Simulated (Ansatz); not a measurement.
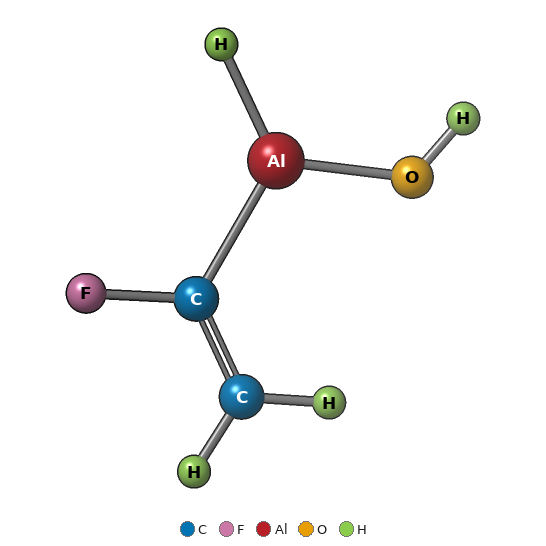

All atoms lie in one plane, which faces the viewer. The geometry was computed by an optimisation with PBE0-D4/def2-TZVP.

List the symmetry elements and name the point group.

Answer. It has 1 mirror plane, so the point group is Cs. The group has 2 operations. The geometry is achiral, and symmetry allows a dipole moment.
